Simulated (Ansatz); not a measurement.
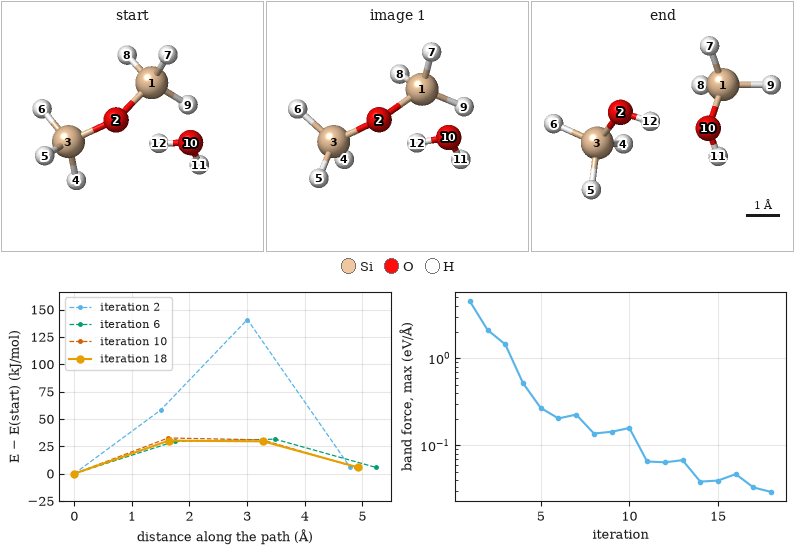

A search for the minimum-energy path of Si₂H₈O₂ by the nudged elastic band. Images are numbered from 0 (start) to 3 (end). The plot follows the band through its iterations. A ball-and-stick model, seen at a tilt.

Computed with RKS revPBE-D4/def2-SVP (Ansatz). Run with 2 movable images; no climbing image; force threshold 0.03 eV/Å; iteration limit 60; starting path through a guess of the saddle point.

**Did the band converge, and can the barrier be trusted?**

The run is converged, with reservations. The band converged in 18 iterations. The largest component of the band force went from 4.5 to 0.029 eV/Å. No image climbed, so the highest image needn't lie on the saddle point, and the true maximum along this path can be higher. So few images resolve the path coarsely. The first iteration put the highest image at 276.2 kJ/mol. Forward barrier 30.2 kJ/mol, backward barrier 24.4 kJ/mol, with image 1 at the top; the reaction energy is +5.9 kJ/mol.

Cost: 2.3 min on 2 threads of Intel(R) Xeon(R) Processor @ 2.50GHz (Skylake/Cascade Lake) (shared host), peak memory 0.15 GiB.
